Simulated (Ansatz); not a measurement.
**AlNH3O (SMILES [NH2][Al][OH]) at UBLYP/def2-SVPD**

What is the energy change on altering one bond length of AlNH3O at UBLYP/def2-SVPD? 

The calculation is run with Ansatz 0.2.0.

77 further runs of the same task are left out: 77 set aside as unsound or not needed.

### 1 The molecule

AlNH3O: 6 atoms, total charge 0, spin state doublet. As SMILES, `[NH2][Al][OH]`. Geometry: relaxed at PBE0-D4/def2-TZVP. This is one conformer, not always the lowest.

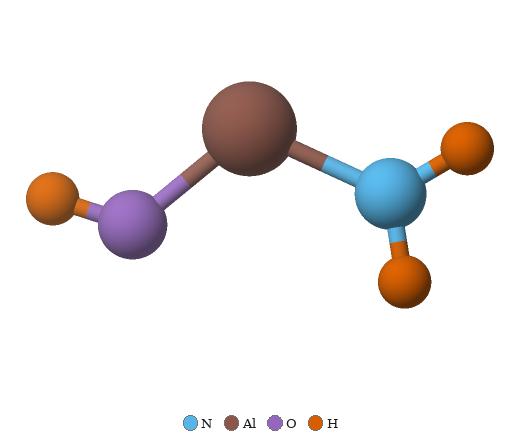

The structure, seen from a chosen angle (nitrogen blue, aluminium brown, oxygen purple, hydrogen orange).

### 2 The energy at UBLYP/def2-SVPD

Contents of job.yaml:

```yaml
crystal:
  periodic: [false, false, false]
  atoms:
    - {symbol: "N", position_ang: [-0.923900, 0.240200, -0.760800]}
    - {symbol: Al, position_ang: [0.595200, 0.601300, 0.070700]}
    - {symbol: O, position_ang: [1.194100, -0.618500, 1.101200]}
    - {symbol: H, position_ang: [-1.434300, -0.623600, -0.657200]}
    - {symbol: H, position_ang: [-1.394700, 0.861600, -1.396800]}
    - {symbol: H, position_ang: [2.005700, -0.525100, 1.596800]}
basis:
  gaussian:
    orbitals: def2-SVPD
magnetization:
  spin_polarized: true
  initial_magnetization: 1
hamiltonian:
  xc: {name: BLYP}
accuracy: high
output: {orbitals: {seedname: orbitals}}
```

Launch:

```bash
$ ansatz run job.yaml --threads 1 --pin off --max-ram 3480MiB --events-out events.jsonl --progress --plain --runs-dir runs
```

Log:

```text
Warning: RAYON_NUM_THREADS=1 ignored (pool sized by the plan → 1); use --threads N
Functional definition: BLYP
  name "BLYP"
  parameter beta = 0.0042
  parameter a = 0.04918
  parameter b = 0.132
  parameter c = 0.2533
  parameter d = 0.349
  exchange = b88_x(beta = beta)
  correlation = lyp_c(a = a, b = b, c = c, d = d)
1783 factors; integrals over basis functions are off by at most 3.5e-9 eV
mean field evaluation 1: about -10161.0118 eV, gradient 6.8e1 eV
mean field evaluation 2: about -10011.3833 eV, gradient 1.6e2 eV
mean field evaluation 4: about -10175.5781 eV, gradient 3.0e1 eV
mean field evaluation 8: about -10179.0006 eV, gradient 2.0e-1 eV
mean field evaluation 16: about -10179.0007 eV, gradient 2.7e-5 eV
mean field -10179.00074841 eV, -374.0713779294 hartree, gradient 4.0e-8 eV, S^2 0.751304; 0 other end points of the search recorded, 0 dependent functions left out
reference -10179.00079857 eV, -374.0713797727 hartree; 16, 15 occupied and 75, 76 virtual orbitals, 1783 factors
Total energy: -10179.00079857 eV, -374.0713797727 hartree
```

It took 8.4 s on 1 thread of Arm Neoverse V1, shared host; peak memory 0.26 GiB.

### 3 The distorted shape, same level

Contents of molecule.yaml:

```yaml
crystal:
  periodic: [false, false, false]
  atoms:
    - symbol: "N"
      position_ang: [-0.547271, -0.256905, -0.252015]
    - symbol: Al
      position_ang: [0.971829, 0.104195, 0.579485]
    - symbol: O
      position_ang: [1.570729, -1.115605, 1.609985]
    - symbol: H
      position_ang: [-1.057671, -1.120705, -0.148415]
    - symbol: H
      position_ang: [-1.394700, 0.861600, -1.396800]
    - symbol: H
      position_ang: [2.382329, -1.022205, 2.105585]
basis:
  gaussian: {orbitals: def2-SVPD}
magnetization: {spin_polarized: true, initial_magnetization: 1}
hamiltonian: {xc: {name: BLYP}}
accuracy: high
output: {orbitals: {seedname: orbitals}}
```

Launch:

```bash
$ ansatz run molecule.yaml --threads 1 --pin off --max-ram 3480MiB --events-out events.jsonl --progress --plain --runs-dir runs
```

Log (excerpt; [...] marks lines left out):

```text
Warning: RAYON_NUM_THREADS=1 ignored (pool sized by the plan → 1); use --threads N
[... 9 set-up lines as earlier in the session ...]
1808 factors; integrals over basis functions are off by at most 3.8e-9 eV
mean field evaluation 1: about -10151.4058 eV, gradient 7.2e1 eV
mean field evaluation 2: about -9964.1826 eV, gradient 1.7e2 eV
mean field evaluation 4: about -10168.5035 eV, gradient 2.8e1 eV
mean field evaluation 8: about -10175.4382 eV, gradient 9.1e-1 eV
mean field evaluation 16: about -10175.4406 eV, gradient 3.7e-3 eV
mean field evaluation 32: about -10172.1068 eV, gradient 1.3e1 eV
mean field -10175.44062464 eV, -373.9405457941 hartree, gradient 4.4e-8 eV, S^2 0.756011; 7 other end points of the search recorded, 0 dependent functions left out
reference -10175.44067698 eV, -373.9405477176 hartree; 16, 15 occupied and 75, 76 virtual orbitals, 1808 factors
Total energy: -10175.44067698 eV, -373.9405477176 hartree
```

Run time: 13 s. Hardware: 1 thread of Arm Neoverse V1, shared host; peak memory 0.29 GiB.

### 4 Results

Level: UBLYP/def2-SVPD.

| quantity | value |
| --- | --- |
| first shape: total energy | -374.07138 Eh |
| first shape: HOMO energy (highest over α and β) | -4.54 eV |
| first shape: LUMO energy (lowest over α and β) | -3.14 eV |
| first shape: ⟨S²⟩ | 0.751 |
| distorted shape: total energy | -373.94055 Eh |
| distorted shape: HOMO energy (highest over α and β) | -4.73 eV |
| distorted shape: LUMO energy (lowest over α and β) | -3.87 eV |
| distorted shape: ⟨S²⟩ | 0.756 |
| energy change with the N1–H5 bond stretched from 1.006 to 1.811 Å | 3.560 eV |

With the N1–H5 bond stretched from 1.006 to 1.811 Å the energy rises by 3.56 eV (343 kJ/mol). The first shape isn't relaxed at this level, so the change isn't measured from a minimum.
